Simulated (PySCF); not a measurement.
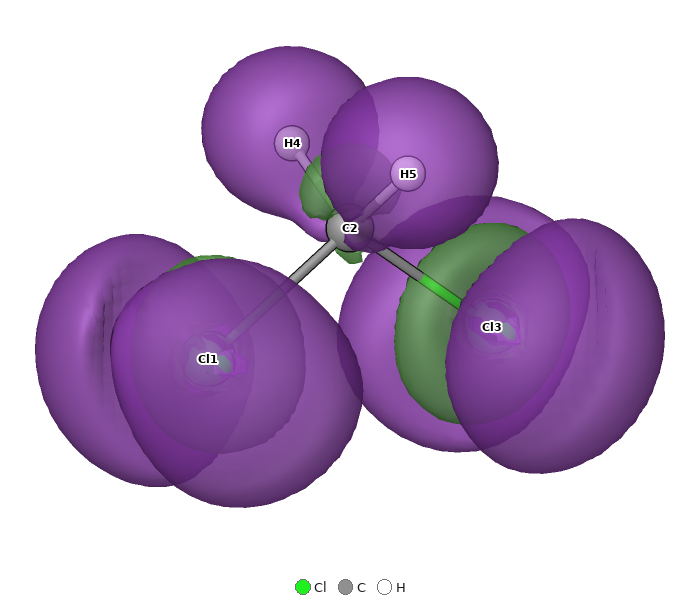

*CH$_{2}$Cl$_{2}$, SMILES `ClCCl`. Fukui function f⁻ = ρ(N) − ρ(N−1) at fixed geometry, surfaces at ±0.015 e/Å³ (purple positive, green negative).*

Computed with PySCF, B3LYP/def2-SVPD, geometry: GFN2-xTB. No frequency check shows the geometry to be a minimum. GFN2-xTB bond lengths at metals and heavier atoms can be off by up to 0.1 Å and shapes distorted, which carries into these values.

Input

```python
import numpy as np
from pyscf import gto, scf, dft
from pyscf.scf import atom_ks, atom_hf
from scipy.linalg import block_diag

def solve(mol, dm0=None, hcore=None):
    mf = (dft.UKS if mol.spin else dft.RKS)(mol, xc='b3lyp')
    mf.grids.level = 3
    mf = mf.density_fit(auxbasis='def2-universal-jkfit')
    mf.conv_tol, mf.max_cycle = 1e-8, 80
    if hcore is not None:
        mf.get_hcore = lambda *args: hcore
    mf.kernel(dm0)
    if not mf.converged:
        mf = mf.newton().run(mf.mo_coeff, mf.mo_occ, max_cycle=30)
    assert mf.converged, 'SCF not converged'
    return mf

mol = gto.M(atom='''
Cl     1.46189    -0.21955     0.00000
C     -0.00002     0.78103     0.00001
Cl    -1.46188    -0.21955     0.00000
H      0.00004     1.38926     0.90301
H     -0.00004     1.38925    -0.90304
''', basis='def2-svpd', charge=0, spin=0, verbose=4)
mf = solve(mol)
out = dict(e0=mf.e_tot, dm0=mf.make_rdm1(), c=mf.mo_coeff, occ=mf.mo_occ, eps=mf.mo_energy)
for name, dq, spin in [('cation', 1, 1)]:
    ion = mol.copy().set(charge=mol.charge + dq, spin=spin).build()
    mi = solve(ion)
    if spin and dq > 0 and mol.nao < 130:
        c, _, stable, _ = mi.stability(return_status=True)
        if not stable:
            mi = solve(ion, mi.make_rdm1(c, mi.mo_occ))
    print(name, 'vertical energy change / eV', (mi.e_tot - mf.e_tot) * 27.211386)
    out.update({'e_' + name: mi.e_tot, 'dm_' + name: mi.make_rdm1(), 's2_' + name: mi.spin_square()[0], 'eps_' + name: mi.mo_energy, 'occ_' + name: mi.mo_occ})
# spherically averaged free atoms, for the promolecule
atm = atom_ks.get_atm_nrks(mol, xc='b3lyp')
pro = block_diag(*[(atm[a[0]][2] * atm[a[0]][3]) @ atm[a[0]][2].T for a in mol._atom])
np.savez('result.npz', pro=pro, **out)
```

Command:

```sh
OMP_NUM_THREADS=1 python input.py
```

The run took 40 s on 1 thread of Intel(R) Xeon(R) Platinum 8488C (Sapphire Rapids) (shared host), peak memory 0.46 GiB.

Partitions, critical points and surface values were worked out afterwards from this run's density.

### On which atoms does the density change most on removal of an electron?

f⁻ (Hirshfeld-condensed) is largest on Cl1 and Cl3 (0.39 each); the vertical ionisation energy is 11.16 eV. Condensed values hint at sites of electrophilic attack but needn't mark the atom that reacts. Orbital relaxation makes it negative in places (0.10 e in all).
